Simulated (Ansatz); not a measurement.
# A thicker film of HfO2 (110) from five thinner ones

In a field along its normal an insulating film takes a dipole p. Written as a length, p/(ε₀AE), it should grow by 1 − 1/ε for each ångström added.

Set-up. Ansatz 0.2.0, plane waves with PAW datasets (its set soft_2), PBE; fluorite films relaxed at a bulk in-plane lattice constant near the measured one, then held in weak fields of both signs with a dipole correction (A is the cell's area, E the outer field).

```
     run  distance between the outer atoms (Å)  p/(ε₀AE) (Å)
 4 units                                 5.567         6.249
 5 units                                 7.274         7.860
 6 units                                 9.161         9.228
 7 units                                10.917        10.752
 9 units                                14.547        13.671
12 units                                19.983             ?
```

Q: Estimate the withheld value from the rows shown.

A least-squares line through the 5 rows shown has slope 0.8196 and intercept 1.7714; no row lies more than 0.127 Å off it. That slope means ε = 1/(1 − 0.8196) = 5.54. At 19.983 it gives 0.8196 × 19.983 + 1.7714 = 18.149 Å, beyond the rows fitted. Rounding and scatter of the rows alone allow about ±0.296 Å there.

The run itself gives 18.061 Å: a miss of −0.088 Å, or 0.5 % of the value. The length is met to within 1 %, though ε is more sensitive than the length: the two thickest films give ε = 5.20.

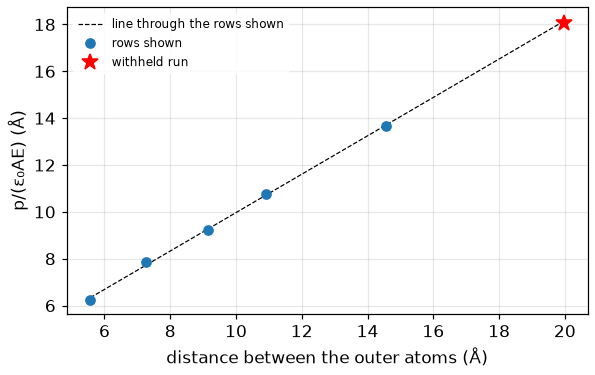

The fit and the withheld run.

**Limits.** This is the electronic response alone. A unit is one step of the cut along the normal (a plane, a pair of planes or a cell), and the layers relax along it, away from their bulk spacing where the functional's lattice constant differs from the one held.

[Logs are printed without paths, hosts, clocks, repeated set-up lines and the standing remarks that a program may print on its own settings, such as how far it seeks lower states.]
